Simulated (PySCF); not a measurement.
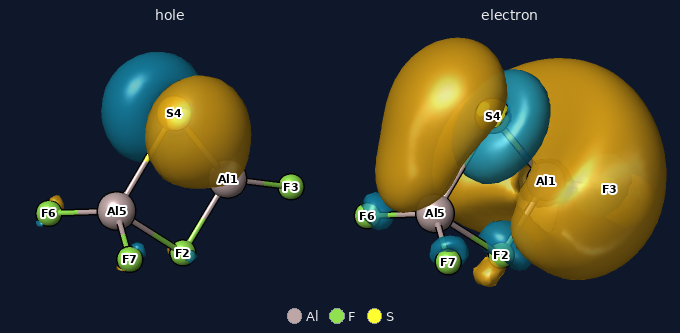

*[(F)2Al]2S (Al$_{2}$F$_{4}$S). Leading natural transition orbital pair of S₁ (TDA singlet states); the surfaces enclose about 78 % of each orbital's density.*

Computed with PySCF, CAM-B3LYP/def2-SVPD, geometry: GFN2-xTB. No frequency check shows the geometry to be a minimum. GFN2-xTB bond lengths at metals and heavier atoms can be off by up to 0.1 Å and shapes distorted, which carries into these values.

> Give its energy and the atoms that hole and electron lie on.

5.13 eV (242 nm), f = 0.047; the leading pair carries 100 %; hole on S4 (79 %), Al1 (12 %) and Al5 (6 %), electron on Al1 (54 %), S4 (24 %) and F3 (9 %); their centroids lie 1.4 Å apart. In canonical orbitals it is mainly HOMO → LUMO (96 %). The HOMO–LUMO gap is 8.54 eV.
